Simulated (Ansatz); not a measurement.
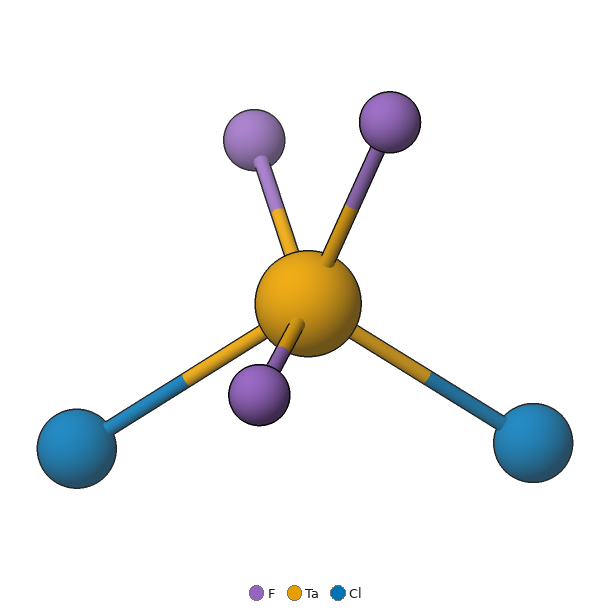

A molecule with one transition-metal atom. Charge 0, singlet. Computed geometry: PBE-D4/def2-SVP optimisation. No frequency run is at hand to confirm it as a minimum.

Question: Describe the coordination sphere.

Answer: Ta binds 5 atoms: 3 F at 1.88 Å, 2 Cl at 2.27–2.33 Å. The arrangement is square pyramidal.

Question: Give the formal oxidation state and the d-electron count.

Answer: Ta(V), d⁰, counting the ligands as closed-shell ions or neutral donors.
